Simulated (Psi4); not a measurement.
# doublet SiH2O+: levels of theory compared

We compute a comparison of 6 runs (U-r2SCAN/def2-TZVPP, U-wB97X/def2-TZVPP, UBLYP/def2-TZVPP, UCAM-B3LYP/def2-TZVPP, UPBE0/def2-TZVPP, UTPSS/def2-TZVPP) of doublet SiH2O+. 

The calculation is run with Psi4 1.11.

2 further runs of the same task are left out: 2 set aside as unsound or not needed.

## 1. Starting point

The species is SiH2O+ (4 atoms), meant as a doublet with charge +1. SMILES of the parent species: `O=[SiH2]`. The shape is that of a PBE0-D4/def2-TZVP optimisation. That shape belongs to the parent species and isn't relaxed for this state.

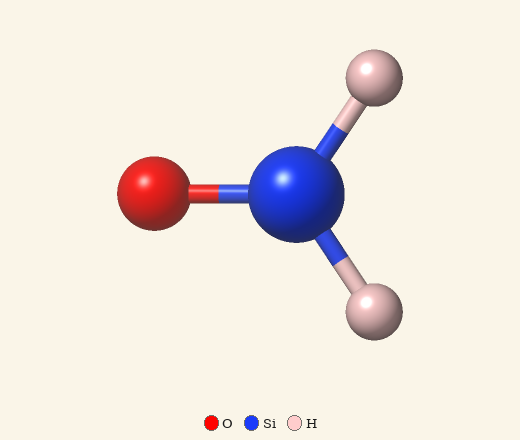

The structure, seen from a chosen angle (oxygen red, silicon blue, hydrogen pink).

## 2. Energy and forces at U-r2SCAN/def2-TZVPP (run 1)

File h2osi.py:

```python
import psi4

psi4.set_memory('2200 MB')
psi4.set_num_threads(1)
psi4.set_output_file('output.dat', False)

molecule = psi4.geometry("""
1 2
O
Si 1 1.515752
H 2 1.485479 1 124.04596
H 2 1.485583 3 111.91136 1 -179.99635
symmetry c1
""")

options = {'reference': 'uks', 'puream': True, 'e_convergence': 1e-09, 'd_convergence': 1e-08, 'scf_type': 'pk', 'dft_radial_points': 99, 'dft_spherical_points': 590, 'maxiter': 100}
psi4.set_options(options)

e_tot, wfn = psi4.gradient('r2scan/def2-TZVPP', molecule=molecule, return_wfn=True)
print('gradient / Eh bohr^-1')
print(e_tot.np.round(6))
print(f'energy = {wfn.energy():.10f} Eh')
```

On the command line:

```
$ python h2osi.py
```

output.dat:

```text
[...]
  Running in c1 symmetry.
[...]
  Nuclear repulsion =   52.484779902490381
[...]
  Multiplicity = 2
[...]
  Nalpha       = 12
  Nbeta        = 11
[...]
    Number of basis functions: 101
[...]
   @UKS iter   1:  -365.17792698815811    2.26448e-01   8.16924e-03 DIIS/ADIIS
[...]
   @UKS iter  14:  -365.48867821581541   -3.41061e-12   2.65861e-09 DIIS
[...]
   @S^2 Observed:                7.605483884E-01
[...]
  @UKS Final Energy:  -365.48867821581541
   => Energetics <=
    Nuclear Repulsion Energy =             52.4847799024903807
    One-Electron Energy =                -602.8925948970229456
    Two-Electron Energy =                 214.8122479436263461
    DFT Exchange-Correlation Energy =     -29.8931111649091541
    Empirical Dispersion Energy =           0.0000000000000000
    VV10 Nonlocal Energy =                  0.0000000000000000
    Total Energy =                       -365.4886782158154119
[...]
 Multipole Moments:
 ------------------------------------------------------------------------------------
     Multipole            Electronic (a.u.)      Nuclear  (a.u.)        Total (a.u.)
 ------------------------------------------------------------------------------------
 L = 1.  Multiply by 2.5417464519 to convert [e a0] to [Debye]
 Dipole X            :         -0.0000911            0.0000787           -0.0000124
 Dipole Y            :         -0.0001038            0.0001198            0.0000160
 Dipole Z            :         -1.0093978            2.4851800            1.4757821
 Magnitude           :                                                    1.4757821
[...]
  -Total Gradient:
     Atom            X                  Y                   Z
    ------   -----------------  -----------------  -----------------
       1        0.000000839759     0.000000159505     0.068589932479
       2       -0.000003182743    -0.000029024805    -0.084156987346
       3        0.000001391615     0.006008236664     0.007789521729
       4        0.000000964996    -0.005979290409     0.007808091774
[...]
```

On the terminal:

```text
gradient / Eh bohr^-1
[[ 1.0000e-06  0.0000e+00  6.8590e-02]
 [-3.0000e-06 -2.9000e-05 -8.4157e-02]
 [ 1.0000e-06  6.0080e-03  7.7900e-03]
 [ 1.0000e-06 -5.9790e-03  7.8080e-03]]
energy = -365.4886782158 Eh
```

Run time: 35 s. Hardware: 1 thread of Intel Xeon 6975P-C (Granite Rapids), shared host; peak memory 1.1 GiB.

## 3. A single-point energy at U-wB97X/def2-TZVPP (run 2)

File h2osi.dat:

```
memory 2200 mb

molecule system {
  1 2
  O
  Si 1 1.515752
  H 2 1.485479 1 124.04596
  H 2 1.485583 3 111.91136 1 -179.99635
  symmetry c1
}

set {
  basis                def2-TZVPP
  reference            uks
  puream               true
  e_convergence        1e-09
  d_convergence        1e-08
  scf_type             pk
  dft_radial_points    99
  dft_spherical_points 590
  maxiter              100
}

energy('wb97x')
print_variables()
```

On the command line:

```
$ psi4 -i h2osi.dat -o h2osi.out -n 1
```

h2osi.out:

```text
[...]
  Running in c1 symmetry.
[...]
  Nuclear repulsion =   52.484779902490381
[...]
  Multiplicity = 2
[...]
  Nalpha       = 12
  Nbeta        = 11
[...]
    Number of basis functions: 101
[...]
   @UKS iter   1:  -365.26440853092208   -7.60959e-02   7.03638e-03 DIIS/ADIIS
[...]
   @UKS iter  15:  -365.52395901875656   -4.03588e-12   3.67852e-09 DIIS
[...]
   @S^2 Observed:                7.571356805E-01
[...]
    Orbital Energies [Eh]
    ---------------------
    Alpha Occupied:
       1A    -66.462112     2A    -19.561903     3A     -5.724437
       4A     -4.085401     5A     -4.077498     6A     -4.075348
       7A     -1.453395     8A     -0.928463     9A     -0.856293
      10A     -0.812770    11A     -0.792088    12A     -0.738355
    Alpha Virtual:
      13A     -0.257405    14A     -0.176300    15A     -0.112610
      16A     -0.048167    17A      0.002971    18A      0.015727
      19A      0.030243    20A      0.060297    21A      0.080506
      22A      0.122312    23A      0.166027    24A      0.197144
      25A      0.234915    26A      0.302714    27A      0.383494
[...]
  @UKS Final Energy:  -365.52395901875656
   => Energetics <=
    Nuclear Repulsion Energy =             52.4847799024903807
    One-Electron Energy =                -602.8007361789550487
    Two-Electron Energy =                 207.0419407506180107
    DFT Exchange-Correlation Energy =     -22.2499434929098676
    Empirical Dispersion Energy =           0.0000000000000000
    VV10 Nonlocal Energy =                  0.0000000000000000
    Total Energy =                       -365.5239590187566137
[...]
 Multipole Moments:
 ------------------------------------------------------------------------------------
     Multipole            Electronic (a.u.)      Nuclear  (a.u.)        Total (a.u.)
 ------------------------------------------------------------------------------------
 L = 1.  Multiply by 2.5417464519 to convert [e a0] to [Debye]
 Dipole X            :         -0.0000952            0.0000787           -0.0000166
 Dipole Y            :         -0.0001212            0.0001198           -0.0000013
 Dipole Z            :         -1.1094394            2.4851800            1.3757406
 Magnitude           :                                                    1.3757406
[...]
```

Wall time 19 s (1 thread of Intel Xeon 6975P-C (Granite Rapids), shared host); peak memory 1.1 GiB.

Runs 3 to 4 aren't shown in full; the table further down has their settings and results.

## 4. The energy at UPBE0/def2-TZVPP (run 5)

File input.json:

```json
{
  "schema_name": "qcschema_input",
  "schema_version": 1,
  "molecule": {
    "schema_name": "qcschema_molecule",
    "schema_version": 2,
    "symbols": ["O", "Si", "H", "H"],
    "geometry": [-0.53517044, 0.78140175, 2.77695254, -0.01266117, 0.01851932, 0.06595144, 0.83129052, -2.54357136, -0.71091497, -0.28345892, 1.7436503, -2.13217799],
    "molecular_charge": 1,
    "molecular_multiplicity": 2,
    "fix_symmetry": "c1",
    "fix_com": true,
    "fix_orientation": true
  },
  "driver": "energy",
  "model": {
    "method": "pbe0",
    "basis": "def2-TZVPP"
  },
  "keywords": {
    "reference": "uks",
    "puream": true,
    "e_convergence": 1e-09,
    "d_convergence": 1e-08,
    "scf_type": "pk",
    "dft_radial_points": 99,
    "dft_spherical_points": 590,
    "maxiter": 100
  }
}
```

On the command line:

```
$ psi4 --qcschema input.json -n 1 --memory 2200MB
```

stdout:

```text
[...]
  Running in c1 symmetry.
[...]
  Nuclear repulsion =   52.484790023665980
[...]
  Multiplicity = 2
[...]
  Nalpha       = 12
  Nbeta        = 11
[...]
    Number of basis functions: 101
[...]
   @UKS iter   1:  -365.05793872984020    1.38373e-01   7.61140e-03 ADIIS/DIIS
[...]
   @UKS iter  14:  -365.34572021695925   -3.12639e-12   2.15297e-09 DIIS
[...]
   @S^2 Observed:                7.580600920E-01
[...]
    Orbital Energies [Eh]
    ---------------------
    Alpha Occupied:
       1A    -66.593236     2A    -19.572872     3A     -5.675167
       4A     -4.013625     5A     -4.006705     6A     -4.004765
       7A     -1.352903     8A     -0.827751     9A     -0.759955
      10A     -0.716281    11A     -0.692183    12A     -0.651750
    Alpha Virtual:
      13A     -0.341049    14A     -0.261160    15A     -0.197718
      16A     -0.133451    17A     -0.077657    18A     -0.069752
      19A     -0.050181    20A     -0.015338    21A     -0.001216
      22A      0.034256    23A      0.082191    24A      0.116588
      25A      0.149815    26A      0.210968    27A      0.293611
[...]
  @UKS Final Energy:  -365.34572021695925
   => Energetics <=
    Nuclear Repulsion Energy =             52.4847900236659797
    One-Electron Energy =                -602.8590751626902602
    Two-Electron Energy =                 207.5175657071322348
    DFT Exchange-Correlation Energy =     -22.4890007850671587
    Empirical Dispersion Energy =           0.0000000000000000
    VV10 Nonlocal Energy =                  0.0000000000000000
    Total Energy =                       -365.3457202169592506
[...]
 Multipole Moments:
 ------------------------------------------------------------------------------------
     Multipole            Electronic (a.u.)      Nuclear  (a.u.)        Total (a.u.)
 ------------------------------------------------------------------------------------
 L = 1.  Multiply by 2.5417464519 to convert [e a0] to [Debye]
 Dipole X            :          3.9896215           -3.9107883            0.0788332
 Dipole Y            :         -5.8256034            5.7105634           -0.1150400
 Dipole Z            :        -20.7045753           20.2958475           -0.4087278
 Magnitude           :                                                    0.4318649
[...]
```

The result, in JSON:

```text
{
 "driver": "energy",
 "model": {
  "method": "pbe0",
  "basis": "def2-TZVPP"
 },
 "success": true,
 "return_result": -365.34572021695925,
 "properties": {
  "calcinfo_nbasis": 101,
  "calcinfo_nmo": 101,
  "calcinfo_nalpha": 12,
  "calcinfo_nbeta": 11,
  "calcinfo_natom": 4,
  "nuclear_repulsion_energy": 52.48479002366598,
  "return_energy": -365.34572021695925,
  "scf_one_electron_energy": -602.8590751626903,
  "scf_two_electron_energy": 207.51756570713223,
  "scf_xc_energy": -22.48900078506716,
  "scf_dipole_moment": [0.07883315429208881, -0.11503998718304942, -0.4087277638267004],
  "scf_total_energy": -365.34572021695925,
  "scf_iterations": 14
 }
}
```

It took 14 s on 1 thread of Intel Xeon 6975P-C (Granite Rapids), shared host; peak memory 0.97 GiB.

## 5. Energy and gradient at UTPSS/def2-TZVPP (run 6)

File h2osi.xyz:

```xyz
4
H2OSi
O     -0.283200     0.413500     1.469500
Si    -0.006700     0.009800     0.034900
H      0.439900    -1.346000    -0.376200
H     -0.150000     0.922700    -1.128300
```

File h2osi.py:

```python
import psi4

psi4.set_memory(2200000000)
psi4.set_num_threads(1)
psi4.set_output_file('output.dat', False)

with open('h2osi.xyz') as f:
    atoms = ''.join(f.readlines()[2:])
geom = psi4.geometry('1 2\n' + atoms + 'symmetry c1')

psi4.set_options({
    'reference': 'uks',
    'puream': True,
    'e_convergence': 1e-09,
    'd_convergence': 1e-08,
    'scf_type': 'pk',
    'dft_radial_points': 99,
    'dft_spherical_points': 590,
    'maxiter': 100,
})

E, wfn = psi4.gradient("tpss/def2-TZVPP", molecule=geom, return_wfn=True)
psi4.oeprop(wfn, "WIBERG_LOWDIN_INDICES", "LOWDIN_CHARGES", "DIPOLE")
print('gradient / Eh bohr^-1')
print(E.np.round(6))
print(f'energy = {wfn.energy():.10f} Eh')
```

On the command line:

```
$ python h2osi.py
```

output.dat:

```text
[...]
  Running in c1 symmetry.
[...]
  Nuclear repulsion =   52.484789994440831
[...]
  Multiplicity = 2
[...]
  Nalpha       = 12
  Nbeta        = 11
[...]
    Number of basis functions: 101
[...]
   @UKS iter   1:  -365.27086983869054    2.47419e-01   8.46849e-03 ADIIS/DIIS
[...]
   @UKS iter  13:  -365.58939006415346   -4.20641e-12   5.29591e-09 DIIS
[...]
   @S^2 Observed:                7.566440462E-01
[...]
  @UKS Final Energy:  -365.58939006415346
   => Energetics <=
    Nuclear Repulsion Energy =             52.4847899944408312
    One-Electron Energy =                -602.8896877554919911
    Two-Electron Energy =                 214.8020422098598488
    DFT Exchange-Correlation Energy =     -29.9865345129621481
    Empirical Dispersion Energy =           0.0000000000000000
    VV10 Nonlocal Energy =                  0.0000000000000000
    Total Energy =                       -365.5893900641534628
[...]
  -Total Gradient:
     Atom            X                  Y                   Z
    ------   -----------------  -----------------  -----------------
       1        0.013463898702    -0.019659154141    -0.069860678450
       2       -0.015898492098     0.023201234328     0.082547574207
       3       -0.000325786794     0.004159455191    -0.008299820004
       4        0.002760337521    -0.007701473154    -0.004386853151
[...]
 Multipole Moments:
 ------------------------------------------------------------------------------------
     Multipole            Electronic (a.u.)      Nuclear  (a.u.)        Total (a.u.)
 ------------------------------------------------------------------------------------
 L = 1.  Multiply by 2.5417464519 to convert [e a0] to [Debye]
 Dipole X            :         -0.1830391            0.4532372            0.2701981
 Dipole Y            :          0.2673386           -0.6618064           -0.3944678
 Dipole Z            :          0.9502946           -2.3521705           -1.4018760
 Magnitude           :                                                    1.4811712
[...]
```

On the terminal:

```text
gradient / Eh bohr^-1
[[ 0.013464 -0.019659 -0.069861]
 [-0.015898  0.023201  0.082548]
 [-0.000326  0.004159 -0.0083  ]
 [ 0.00276  -0.007701 -0.004387]]
energy = -365.5893900642 Eh
```

Wall time 38 s (1 thread of Intel Xeon 6975P-C (Granite Rapids), shared host); peak memory 1.1 GiB.

## 6. Overview of the runs

```
run                  level      task  energy (Eh)  HOMO energy (eV)  LUMO energy (eV)   ⟨S²⟩  wall time
  1    U-r2SCAN/def2-TZVPP  gradient  -365.488678            -16.78            -14.15  0.761       35 s
  2     U-wB97X/def2-TZVPP    energy  -365.523959            -20.09            -10.79  0.757       19 s
  3       UBLYP/def2-TZVPP  gradient  -365.551408            -16.17            -14.60  0.756       17 s
  4  UCAM-B3LYP/def2-TZVPP  gradient  -365.532592            -19.15            -12.00  0.758       28 s
  5       UPBE0/def2-TZVPP    energy  -365.345720            -17.74            -13.13  0.758       14 s
  6       UTPSS/def2-TZVPP  gradient  -365.589390            -16.52            -14.47  0.757       38 s
```

## 7. What came out

| quantity | value |
| --- | --- |
| run 6: total energy | -365.58939 Eh |
| run 6: HOMO energy (highest over α and β) | -16.52 eV |
| run 6: LUMO energy (lowest over α and β) | -14.47 eV |
| run 6: ⟨S²⟩ | 0.757 |
| run 6: largest force on an atom | 4.484 eV/Å |

Totals of different functionals can't be ranked against each other. All runs together took 2.5 min, the longest 38 s.
